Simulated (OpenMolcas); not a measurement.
**A workflow on SnGeH6 (SMILES [GeH3][SnH3])**

Wanted: the energy (HF/ANO-R0), then a single-point energy (CASSCF(2,2)/ANO-R1), then the energy along one coordinate (CASPT2(2,2)/ANO-R1), then an energy scan (SC-NEVPT2(2,2)/ANO-R1), then an energy scan (MC-PDFT[tPBE](2,2)/ANO-R1) of SnGeH6. 

The results are computed with OpenMolcas 26.06.

### 1 The molecule

SnGeH6 has 8 atoms, charge 0, and is taken as a singlet. As SMILES, `[GeH3][SnH3]`. The coordinates come from a PBE0-D4/def2-TZVP relaxation.

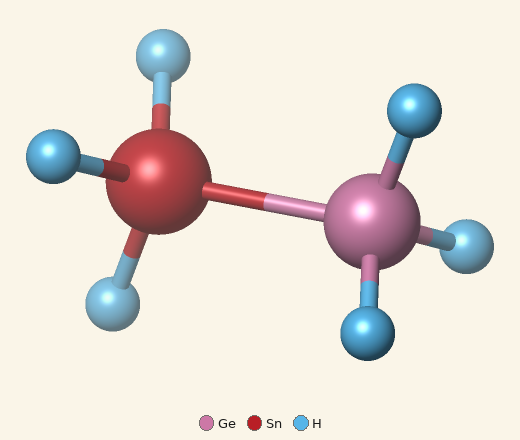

Viewed from a chosen angle; germanium pink, tin red, hydrogen blue.

### 2 A single-point energy at HF/ANO-R0 (sfX2C) (run 1)

File input.xyz:

```xyz
8

Ge    -0.754100     0.285800    -1.041300
Sn     0.751500    -0.290300     0.992300
H     -1.830800     1.307300    -0.639500
H     -1.453400    -0.978600    -1.567000
H      0.087500     0.886500    -2.179300
H     -0.187600    -0.932800     2.265200
H      1.931000    -1.444200     0.553800
H      1.547900     1.109100     1.560100
```

File step1.inp:

```
&GATEWAY
 COORD = input.xyz
 BASIS = ANO-R0
 GROUP = NoSym

&SEWARD

&SCF
 PRORBITALS = 0

&LOCALISATION
 OCCUPIED
 FREEZE
 PIPEK-MEZEY

&LOCALISATION
 FILEORB = $Project.LocOrb
 VIRTUAL
 PIPEK-MEZEY
```

Run with:

```sh
$ export MOLCAS_MEM=1860
$ pymolcas step1.inp > step1.log
```

Log:

```text
--- Start Module: gateway ---
[...]
--- Stop Module: gateway /rc=_RC_ALL_IS_WELL_ ---
[...]
      Basis functions           51
[...]
       Convergence after   8 Iterations
[...]
::    Total SCF energy                              -8273.9142371461
[...]
      Total spin, S                                     0.0000000000
[...]
      Total electronic charge=   88.000000
      Total            charge=   -0.000000
[...]
      Dipole Moment (debye):
      Origin of the operator (angstrom)=    0.1724   -0.0687    0.2101
                   X= -1.5767E-01               Y=  6.0537E-02               Z= -2.1581E-01           Total=  2.7404E-01
      Quadrupole Moment (debye*angstrom):
[...]
--- Start Module: localisation ---
[...]
--- Stop Module: localisation /rc=_RC_ALL_IS_WELL_ ---
--- Start Module: localisation ---
[...]
--- Stop Module: localisation /rc=_RC_ALL_IS_WELL_ ---
[...]
```

Run time: 6.6 s. Hardware: 1 thread of Intel Xeon 6975P-C (Granite Rapids), shared host; peak memory 0.41 GiB.

### 3 The energy at CASSCF(2,2)/ANO-R1 (sfX2C, RICD fitting) (run 2)

input.xyz is that of step 2.

File step2.input:

```
* GeH6Sn CASSCF

&GATEWAY
 COORD = input.xyz
 BASIS = ANO-R0
 GROUP = NoSym

&SEWARD

&RASSCF
 FILEORB = $CurrDir/step1.LocOrb
 ALTER = 2
 1 43 44
 1 45 48
 SPIN = 1
 NACTEL = 2 0 0
 INACTIVE = 43
 RAS2 = 2
 ORBLISTING = Nothing
>>> COPY $Project.RunFile RUNFIL1
>>> COPY $Project.RasOrb INPORB

&GATEWAY
 COORD = input.xyz
 BASIS = ANO-R1
 GROUP = NoSym
 RICD

&SEWARD
>>> COPY $Project.RunFile RUNFIL2

&EXPBAS

&RASSCF
 FILEORB = $Project.ExpOrb
 SPIN = 1
 NACTEL = 2 0 0
 INACTIVE = 43
 RAS2 = 2
 ORBLISTING = Nothing
```

Run with:

```sh
$ export MOLCAS_MEM=1860
$ pymolcas step2.input > step2.log
```

Log:

```text
--- Start Module: gateway ---
[...]
--- Stop Module: gateway /rc=_RC_ALL_IS_WELL_ ---
[...]
      Basis functions           51
[...]
      Number of active orbitals                  2
[...]
      Spin quantum number                      0.0
[...]
      Active orbitals                            2
[...]
      Number of CSFs                             3
[...]
      Number of root(s) required                 1
[...]
      Convergence after 10 iterations
[...]
      printout of CI-coefficients larger than  0.05 for root  1
      energy=   -8273.921914
      conf/sym  11     Coeff  Weight
             1  20   0.99471 0.98944
             3  02  -0.10274 0.01056
      Natural orbitals and occupation numbers for root  1
      sym 1:   1.978890   0.021110
      ************************************************************************************************************************
      *                                                    Final results                                                     *
[...]
::    RASSCF root number  1 Total energy:  -8273.92191376
[...]
      Basis functions          112
[...]
--- Start Module: expbas ---
[...]
--- Stop Module: expbas /rc=_RC_ALL_IS_WELL_ ---
--- Start Module: rasscf ---
[...]
      Convergence after 14 iterations
[...]
      Natural orbitals and occupation numbers for root  1
      sym 1:   1.973057   0.026943
      ************************************************************************************************************************
      *                                                    Final results                                                     *
[...]
::    RASSCF root number  1 Total energy:  -8274.45523128
[...]
      Total electronic charge=   88.000000
      Total            charge=   -0.000000
[...]
      Dipole Moment (debye):
      Origin of the operator (angstrom)=    0.1724   -0.0687    0.2101
                   X= -2.1130E-01               Y= -2.6458E-03               Z= -7.5201E-02           Total=  2.2430E-01
      Quadrupole Moment (debye*angstrom):
[...]
--- Stop Module: rasscf /rc=_RC_ALL_IS_WELL_ ---
[...]
```

Wall time 29 s (1 thread of Intel Xeon 6975P-C (Granite Rapids), shared host); peak memory 0.41 GiB.

### 4 The energy along one coordinate at CASPT2(2,2)/ANO-R1 (sfX2C, RICD fitting, ipea shift 0.25 Eh, pt2 variant SS) (run 3)

File step3.input:

```
>>> EXPORT MOLCAS_PRINT=2
>>> COPY $CurrDir/step2.RasOrb $Project.RasOrb
>>> ForEach K in (1, 2, 3, 4, 5, 6, 7, 8, 9)

&GATEWAY
 Coord=$CurrDir/point$K.xyz
 Basis=ANO-R1
 Group=NoSym
 RICD

&SEWARD

&RASSCF
 FileOrb=$Project.RasOrb
 Spin=1
 Nactel=2 0 0
 Inactive=43
 Ras2=2
 OrbListing=Nothing

&CASPT2
 Imaginary=0.2
 Frozen=27
>>> EndDo
```

Run with:

```sh
$ export MOLCAS_MEM=1860
$ pymolcas step3.input > step3.log
```

Log, cut to the lines that bear on the results:

```text
[...]
      Basis functions          112
[...]
      Number of active orbitals                  2
[...]
      Spin quantum number                      0.0
[...]
      Active orbitals                            2
[...]
      Number of CSFs                             3
[...]
      Number of root(s) required                 1
[...]
      Convergence after 10 iterations
[...]
      Natural orbitals and occupation numbers for root  1
      sym 1:   1.980349   0.019651
      ************************************************************************************************************************
      *                                                    Final results                                                     *
[...]
::    RASSCF root number  1 Total energy:  -8274.44372577
[...]
      E2 (Variational):          -0.9354774531
[...]
::    CASPT2 Root  1     Total energy:  -8275.37920322
[...]
      Convergence after 10 iterations
[...]
      Natural orbitals and occupation numbers for root  1
      sym 1:   1.973074   0.026926
      ************************************************************************************************************************
      *                                                    Final results                                                     *
[...]
      Convergence after 11 iterations
[...]
      Natural orbitals and occupation numbers for root  1
      sym 1:   1.739061   0.260939
      ************************************************************************************************************************
      *                                                    Final results                                                     *
[...]
      Convergence after 10 iterations
[...]
      Natural orbitals and occupation numbers for root  1
      sym 1:   1.508365   0.491635
      ************************************************************************************************************************
      *                                                    Final results                                                     *
[...]
      Convergence after 10 iterations
[...]
::    RASSCF root number  1 Total energy:  -8274.34577919
[...]
::    CASPT2 Root  1     Total energy:  -8275.26655318
[...]
      Convergence after  9 iterations
[...]
::    RASSCF root number  1 Total energy:  -8274.34350991
[...]
      E2 (Variational):          -0.9205811777
[...]
::    CASPT2 Root  1     Total energy:  -8275.26409108
[...]
```

Wall time 3.3 min (1 thread of Intel Xeon 6975P-C (Granite Rapids), shared host); peak memory 0.29 GiB.

The scan, from its lowest point:

| H6–Sn2 (Å) | energy (kJ/mol) |
| --- | --- |
| 1.537 | 21.8 |
| 1.707 | 0.0 |
| 1.878 | 18.5 |
| 2.134 | 76.3 |
| 2.476 | 161.0 |
| 2.902 | 241.9 |
| 3.415 | 294.3 |
| 4.098 | 317.6 |
| 5.122 | 324.0 |

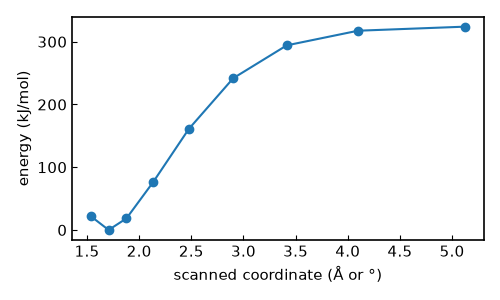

Energy along the scan.

### 5 The energy along one coordinate at SC-NEVPT2(2,2)/ANO-R1 (sfX2C, RICD fitting, pt2 variant SC-NEVPT2) (run 4)

File step4.input:

```
>>> COPY $CurrDir/step2.RasOrb $Project.RasOrb
>>> ForEach K in (1, 2, 3, 4, 5, 6, 7, 8, 9)

&GATEWAY
  Coord=$CurrDir/point$K.xyz
  Basis=ANO-R1
  Group=NoSym
  RICD

&SEWARD

&RASSCF
  FileOrb=$Project.RasOrb
  Spin=1
  Nactel=2 0 0
  Inactive=43
  Ras2=2
  OrbListing=Nothing

&CASPT2
  SC-NEVPT2
  Frozen=27
>>> EndDo
```

Run with:

```sh
$ export MOLCAS_MEM=1860
$ pymolcas step4.input > step4.log
```

Log, cut to the lines that bear on the results:

```text
[...]
      Basis functions          112
[...]
      Number of active orbitals                  2
[...]
      Spin quantum number                      0.0
[...]
      Active orbitals                            2
[...]
      Number of CSFs                             3
[...]
      Number of root(s) required                 1
[...]
      Convergence after 10 iterations
[...]
      Natural orbitals and occupation numbers for root  1
      sym 1:   1.980349   0.019651
      ************************************************************************************************************************
      *                                                    Final results                                                     *
[...]
::    RASSCF root number  1 Total energy:  -8274.44372577
[...]
      E2 (Variational):          -0.9311994266
[...]
::    SC-NEVPT2 Root  1     Total energy:  -8275.37487843
[...]
      Convergence after 10 iterations
[...]
      Natural orbitals and occupation numbers for root  1
      sym 1:   1.973074   0.026926
      ************************************************************************************************************************
      *                                                    Final results                                                     *
[...]
      Convergence after 11 iterations
[...]
      Natural orbitals and occupation numbers for root  1
      sym 1:   1.739061   0.260939
      ************************************************************************************************************************
      *                                                    Final results                                                     *
[...]
      Convergence after 10 iterations
[...]
      Natural orbitals and occupation numbers for root  1
      sym 1:   1.508365   0.491635
      ************************************************************************************************************************
      *                                                    Final results                                                     *
[...]
      Convergence after 10 iterations
[...]
::    RASSCF root number  1 Total energy:  -8274.34577919
[...]
::    SC-NEVPT2 Root  1     Total energy:  -8275.26597955
[...]
      Convergence after  9 iterations
[...]
::    RASSCF root number  1 Total energy:  -8274.34350991
[...]
      E2 (Variational):          -0.9201791429
[...]
::    SC-NEVPT2 Root  1     Total energy:  -8275.26368905
[...]
```

Wall time 3.2 min (1 thread of Intel Xeon 6975P-C (Granite Rapids), shared host); peak memory 0.29 GiB.

The scan, from its lowest point:

| H6–Sn2 (Å) | energy (kJ/mol) |
| --- | --- |
| 1.537 | 23.5 |
| 1.707 | 0.0 |
| 1.878 | 17.1 |
| 2.134 | 73.4 |
| 2.476 | 156.6 |
| 2.902 | 236.1 |
| 3.415 | 287.2 |
| 4.098 | 309.4 |
| 5.122 | 315.4 |

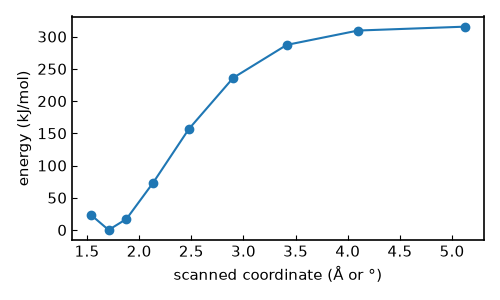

Energy along the scan.

### 6 An energy scan at MC-PDFT[tPBE](2,2)/ANO-R1 (sfX2C, RICD fitting) (run 5)

File step5.input:

```
>>> COPY $CurrDir/step2.RasOrb $Project.RasOrb
>>> ForEach K in (1, 2, 3, 4, 5, 6, 7, 8, 9)

&GATEWAY
  Coord
  $CurrDir/point$K.xyz
  Basis
  ANO-R1
  Group
  NoSym
  RICD

&SEWARD

&RASSCF
  FileOrb
  $Project.RasOrb
  Spin
  1
  Nactel
  2 0 0
  Inactive
  43
  Ras2
  2
  OrbListing
  Nothing

&MCPDFT
  KSDFT
  T:PBE
>>> EndDo
```

Run with:

```sh
$ export MOLCAS_MEM=1860
$ pymolcas step5.input > step5.log
```

Log, cut to the lines that bear on the results:

```text
--- Start Module: gateway ---
[...]
      Basis functions          112
[...]
      Number of active orbitals                  2
[...]
      Spin quantum number                      0.0
[...]
      Active orbitals                            2
[...]
      Number of CSFs                             3
[...]
      Number of root(s) required                 1
[...]
      Convergence after 10 iterations
[...]
      Natural orbitals and occupation numbers for root  1
      sym 1:   1.980349   0.019651
      ************************************************************************************************************************
      *                                                    Final results                                                     *
[...]
::    RASSCF root number  1 Total energy:  -8274.44372577
[...]
::    MCPDFT root number  1 Total energy:  -8278.23656140
[...]
      Convergence after 10 iterations
[...]
      Natural orbitals and occupation numbers for root  1
      sym 1:   1.973074   0.026926
      ************************************************************************************************************************
      *                                                    Final results                                                     *
[...]
      Convergence after 11 iterations
[...]
      Natural orbitals and occupation numbers for root  1
      sym 1:   1.739061   0.260939
      ************************************************************************************************************************
      *                                                    Final results                                                     *
[...]
      Convergence after 10 iterations
[...]
      Natural orbitals and occupation numbers for root  1
      sym 1:   1.508365   0.491635
      ************************************************************************************************************************
      *                                                    Final results                                                     *
[...]
      Convergence after 10 iterations
[...]
::    RASSCF root number  1 Total energy:  -8274.34577919
[...]
::    MCPDFT root number  1 Total energy:  -8278.12524474
[...]
      Convergence after  9 iterations
[...]
::    RASSCF root number  1 Total energy:  -8274.34350991
[...]
      Total electronic charge=   88.000000
      Total            charge=   -0.000000
[...]
::    MCPDFT root number  1 Total energy:  -8278.12374562
[...]
```

Wall time 3.1 min (1 thread of Intel Xeon 6975P-C (Granite Rapids), shared host); peak memory 0.29 GiB.

The scan, from its lowest point:

| H6–Sn2 (Å) | energy (kJ/mol) |
| --- | --- |
| 1.537 | 25.9 |
| 1.707 | 0.0 |
| 1.878 | 14.6 |
| 2.134 | 67.2 |
| 2.476 | 149.6 |
| 2.902 | 233.7 |
| 3.415 | 292.8 |
| 4.098 | 318.1 |
| 5.122 | 322.1 |

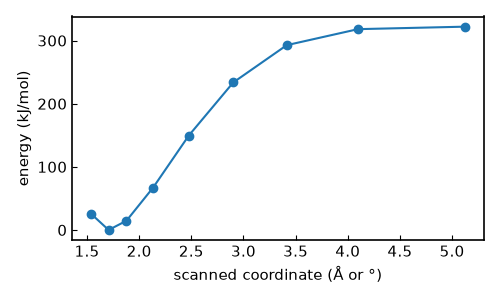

Energy along the scan.

### 7 What came out

| quantity | value |
| --- | --- |
| run 1, HF/ANO-R0: total energy | -8273.91424 Eh |
| run 1, HF/ANO-R0: dipole moment | 0.27 D |
| run 1, HF/ANO-R0: HOMO energy | -12.34 eV |
| run 1, HF/ANO-R0: LUMO energy | 0.54 eV |
| run 1, HF/ANO-R0: HOMO–LUMO gap | 12.88 eV |
| run 2, CASSCF(2,2)/ANO-R1: total energy | -8274.45523 Eh |
| run 2, CASSCF(2,2)/ANO-R1: dipole moment (CASSCF density) | 0.22 D |
| run 3, CASPT2(2,2)/ANO-R1: lowest energy of the scan | -8275.38751 Eh |
| run 4, SC-NEVPT2(2,2)/ANO-R1: lowest energy of the scan | -8275.38384 Eh |
| run 5, MC-PDFT[tPBE](2,2)/ANO-R1: lowest energy of the scan | -8278.24641 Eh |

What this shows: Mulliken charges (run 2, CASSCF(2,2)/ANO-R1) run from -0.21 on H7 to +0.69 on Sn2.
